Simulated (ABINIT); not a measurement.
# A GW chain in ABINIT: BAs (F-43m), part 3 of 3

How does a plane-wave GW calculation on BAs (F-43m) run from the first input to the gap?

ABINIT 10.8.3; PBE and many-body steps on it, plane waves. Known limits of the many-body steps: not at the basis limit; no spin-orbit coupling; coarse k mesh.

So far. Step 4 (Empty states on the mesh, 4×4×4 mesh, 82 bands): On this mesh the gap is 1.453 eV. The earlier step found 1.208 eV, so this mesh misses an edge. Step 5 (Screening, 4×4×4 mesh, 74 bands, screening to 163.3 eV): Local fields lower ε∞ by 9 %. On a Γ-centred mesh this coarse the value itself is usually too large, while a short band sum pulls it down.

## Step 6: Self-energy, 4×4×4 mesh, 74 bands, screening to 163.3 eV

The self-energy is evaluated for the states that the input lists, and the levels follow from it, in one-shot runs by the linearised quasiparticle equation.

This step: G0W0 on PBE, plane waves, norm-conserving pseudopotentials.

Contents of run.abi:

```
acell 3*1.0 Angstrom
rprim 
  -0.000000000000 2.388500000000 2.388500000000
  2.388500000000 -0.000000000000 2.388500000000
  2.388500000000 2.388500000000 -0.000000000000
ntypat 2
znucl 5 33
natom 2
typat 1 2
xred 
  0.000000000000 0.000000000000 0.000000000000
  0.250000000000 0.250000000000 0.250000000000
pp_dirpath "pseudos"
pseudos "B.upf, As.upf"
ecut 44
ngkpt 4 4 4
nshiftk 1
shiftk 0 0 0
kptopt 1
chksymbreak 0
istwfk *1
occopt 1
irdwfk 1
optdriver 4
nband 74
gwcalctyp 0
ecutsigx 44
symsigma 1
nkptgw 2
kptgw 
  0.0000000000 0.0000000000 0.0000000000
  0.5000000000 0.5000000000 0.0000000000
bdgw 
  11 16
  12 15
ecuteps 6
irdscr 1
ppmodel 1
indata_prefix "in"
outdata_prefix "out"
tmpdata_prefix "tmp"
```

Command:

```bash
$ OMP_NUM_THREADS=1 mpirun -n 4 abinit run.abi > log
```

Numbers of over 12 decimals in the logs are rounded to 6 here.

The log of the run:

```text
.Version 10.8.3 of ABINIT. v10.8.2 released Aug 2026.

 Symmetries : space group F-4 3 m (#216); Bravais cF (face-center cubic)
[... echo of the input left out ...]
== DATASET  1 ==================================================================
-   mpi_nproc: 4, omp_nthreads: 1 (-1 if OMP is not activated)

--- !DatasetInfo
iteration_state: {dtset: 1, }
dimensions: {natom: 2, nkpt: 8, mband: 74, nsppol: 1, nspinor: 1, nspden: 1, mpw: 2637, }
cutoff_energies: {ecut:  44.0, pawecutdg:  -1.0, }
electrons: {nelect:   2.60000000E+01, charge:   0.00000000E+00, occopt:   1.00000000E+00, tsmear:   1.00000000E-02, }

 SIGMA: Calculation of the GW corrections

 Based on a program developped by R.W. Godby, V. Olevano, G. Onida, and L. Reining.
 Incorporated in ABINIT by V. Olevano, G.-M. Rignanese, and M. Torrent.
.Using double precision arithmetic ; gwpc =  8

[... cell and pseudopotentials left out ...]
--------------------------------------------------------------------------------

 ==== K-mesh for the wavefunctions ====
 Number of points in the irreducible wedge :     8
[... list of points left out ...]
 Together with 24 symmetry operations and time-reversal symmetry
 yields    64 points in the full Brillouin Zone.

 ==== Q-mesh for screening function ====
 Number of points in the irreducible wedge :     8
[... list of points left out ...]
 Together with 24 symmetry operations and time-reversal symmetry
 yields    64 points in the full Brillouin Zone.

 vcoul_init : cutoff-mode = AUXILIARY_FUNCTION
 q-points for optical limit:   1
     1)      0.000010    0.000020    0.000030
 setmesh: FFT mesh size selected  =    40x   40x   40
          total number of points  =        64000

 Number of electrons calculated from density =   26.0000; Expected =   26.0000
 average of density, n =  0.141374
 r_s =    1.1908
 omega_plasma =   36.2695 [eV]

 === KS Band Gaps ===
  >>>> For spin  1
   Minimum direct gap =   3.2894 [eV], located at k-point      :   0.0000  0.0000  0.0000
   Fundamental gap    =   1.4532 [eV], Top of valence bands at :   0.0000  0.0000  0.0000
                                       Bottom of conduction at :   0.5000  0.5000  0.0000
 SIGMA fundamental parameters:
 PLASMON POLE MODEL  1
 number of plane-waves for SigmaX                 2637
 number of plane-waves for SigmaC and W            137
 number of plane-waves for wavefunctions          2637
 number of bands                                    74
 number of independent spin polarizations            1
 number of spinorial components                      1
 number of k-points in IBZ                           8
 number of q-points in IBZ                           8
 number of symmetry operations                      24
 number of k-points in BZ                           64
 number of q-points in BZ                           64
 number of frequencies for dSigma/dE                 9
 frequency step for dSigma/dE [eV]                0.25
 number of omega for Sigma on real axis              0
 max omega for Sigma on real axis  [eV]           0.00
 zcut for avoiding poles [eV]                     0.10

 EPSILON^-1 parameters (SCR file):
 dimension of the eps^-1 matrix on file            137
 dimension of the eps^-1 matrix used               137
 number of plane-waves for wavefunctions          2637
 number of bands                                    74
 number of q-points in IBZ                           8
 number of frequencies                               2
 number of real frequencies                          1
 number of imag frequencies                          1

 matrix elements of self-energy operator (all in [eV])

 Perturbative Calculation

--- !SelfEnergy_ee
iteration_state: {dtset: 1, }
kpoint     : [   0.000,    0.000,    0.000, ]
spin       : 1
KS_gap     :    3.289
QP_gap     :    4.107
Delta_QP_KS:    0.818
data: !SigmaeeData |
     Band     E0 <VxcDFT>   SigX SigC(E0)      Z dSigC/dE  Sig(E)    E-E0       E
       11   7.999 -14.202 -15.766   1.108   0.808  -0.238 -14.571  -0.369   7.630
       12   7.999 -14.202 -15.766   1.108   0.808  -0.238 -14.571  -0.369   7.630
       13   7.999 -14.202 -15.766   1.108   0.808  -0.238 -14.571  -0.369   7.630
       14  11.288 -13.050  -8.192  -4.304   0.811  -0.233 -12.601   0.450  11.738
       15  11.288 -13.050  -8.192  -4.304   0.811  -0.233 -12.601   0.450  11.738
       16  11.288 -13.050  -8.192  -4.304   0.811  -0.233 -12.601   0.450  11.738

--- !SelfEnergy_ee
iteration_state: {dtset: 1, }
kpoint     : [   0.500,    0.500,    0.000, ]
spin       : 1
KS_gap     :    5.527
QP_gap     :    6.257
Delta_QP_KS:    0.730
data: !SigmaeeData |
     Band     E0 <VxcDFT>   SigX SigC(E0)      Z dSigC/dE  Sig(E)    E-E0       E
       12   3.925 -13.089 -16.266   2.372   0.794  -0.259 -13.729  -0.640   3.286
       13   3.925 -13.089 -16.266   2.372   0.794  -0.259 -13.729  -0.640   3.286
       14   9.452 -11.147  -6.839  -4.197   0.818  -0.223 -11.056   0.090   9.542
       15   9.457 -11.350  -6.931  -4.217   0.821  -0.218 -11.184   0.166   9.623

== END DATASET(S) ==============================================================
================================================================================

 -outvars: echo values of variables after computation  --------
           etotal      0.0000000000E+00
            nband          74
             nkpt           8
          spgroup         216
 [... the other variables as echoed above ...]

 Calculation completed.
```

It took 4.8 s on 4 MPI ranks of Arm Neoverse V1, shared host; peak memory 0.54 GiB.

This step gave:

- G0W0 gap on the points computed: 1.912 eV
- starting gap on the mesh: 1.453 eV
- k of the valence top: 0, 0, 0
- k of the conduction bottom: 0.5, 0.5, 0
- Z at the valence top: 0.808
- Z at the conduction bottom: 0.818
- least direct G0W0 gap on the computed points: 4.108 eV

The gap on the mesh goes from 1.45 eV to 1.91 eV, a correction of +0.46 eV. The start differs from the 1.21 eV found before because the two sample other k points.

Limits: finite bands, cutoff and mesh; no spin-orbit coupling; coarse k mesh. v1 is the top filled band, c1 the lowest empty one. Levels before and after the correction, in eV, zero at the valence-band top of each column:

```csv
,conduction bottom,valence top
Kohn-Sham,1.45,0.00
G0W0,1.91,0.00
```

```
                       level  energy (eV)
Kohn-Sham            Γ v3-v1        0.000
Kohn-Sham            Γ c1-c3        3.289
Kohn-Sham  (0.5 0.5 0) v2-v1       -4.073
Kohn-Sham     (0.5 0.5 0) c1        1.453
Kohn-Sham     (0.5 0.5 0) c2        1.458
     G0W0            Γ v3-v1        0.000
     G0W0            Γ c1-c3        4.108
     G0W0  (0.5 0.5 0) v2-v1       -4.344
     G0W0     (0.5 0.5 0) c1        1.912
     G0W0     (0.5 0.5 0) c2        1.993
```

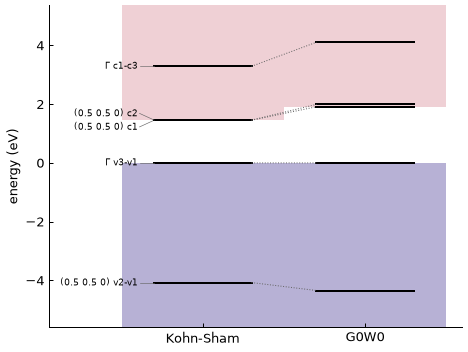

Levels before and after the correction. Shaded: valence and conduction bands.

## Step 7: Where the time went

Times are wall times on 4 MPI ranks of Arm Neoverse V1, shared host, good to a factor of about two.

```csv
step,time,share,memory (GiB)
ground state,16 s,21 %,0.3
bands along the symmetry lines,13 s,17 %,0.28
empty states on the mesh,29 s,39 %,1.6
screening,12 s,16 %,0.54
self-energy,4.8 s,6 %,0.54
```

## Step 8: Results

```json
{
 "PBE gap": "1.21 eV, indirect",
 "G0W0 gap on the mesh": "1.91 eV",
 "G0W0 gap over the zone (rigid shift)": "1.67 eV",
 "GW settings": "4×4×4 mesh, 74 bands, screening to 163.3 eV, Godby-Needs plasmon pole",
 "known limits": "not at the basis limit; no spin-orbit coupling; coarse k mesh"
}
```

What this shows: G0W0 moves the gap on the mesh from 1.45 eV to 1.91 eV (+0.46 eV), with Z of 0.81 and 0.82 at the edges. The mesh misses the band edges by 0.25 eV in all; a rigid shift gives 1.67 eV for the zone. Local fields lower the RPA ε∞ on this mesh from 15.29 to 13.98; a Γ-centred mesh this coarse tends to raise both, most where the direct gap is narrow, while a short band sum lowers them. Only 2 of the mesh's irreducible points were corrected, so a valley elsewhere could overtake. The dearest step here is «empty states on the mesh». Against experiment, by G0W0@PBE: the gap of 1.67 eV lies −0.15 eV from the measured 1.82 eV (indirect, 300 K, 2019); the direct gap of 4.11 eV lies −0.01 eV from the measured 4.12 eV (direct, 300 K, 2019); the gap of 1.67 eV lies −0.35 eV from the measured 2.02 eV (indirect, 300 K, 2019). An exciton line or allowed optical edge lies below the quasiparticle gap by the binding energy; a forbidden edge can push the onset above it. The calculation has static nuclei and no excitons; a measured gap holds zero-point and thermal motion, which mostly lowers it. Bands and cutoff are finite, so the gap is not at the basis limit. The miss can reach some tenths of an eV and take either sign; the mesh is an error of its own. In the G0W0 run levels were corrected at 2 k points alone, so a gap called «on the mesh» is the least over those, and an edge elsewhere would be missed. A denser mesh or path gives a starting gap of 1.21 eV: the GW mesh misses a band edge, so its gaps are not the fundamental one. The 4×4×4 mesh is coarse for this cell, which bears on the long-range parts of exchange and screening. The many-body steps are scalar-relativistic: spin-orbit coupling is not in them.

[Paths, hosts, dates, memory and timing lines, banners, echoed tables and standing remarks are left out of the program output.]

[Logs are printed without paths, hosts, clocks, repeated set-up lines and the standing remarks that a program may print on its own settings, such as how far it seeks lower states.]

[Runs of the session that timed out or met a known fault of the program may be left out.]

[Hosts, paths, dates, database ids (printed as entryN), source tags and the programs' standing remarks are cut or masked in the printed files.]

[G0W0 gaps are taken among the corrected bands and points alone; a level outside them can change the order at an edge.]

[Where Ansatz stands beside ABINIT at settings called matched, ABINIT's density can come from a denser mesh and the files from another edition; pairs whose starting gaps differed by over 0.03 eV were left out, so agreement reads better than it is.]
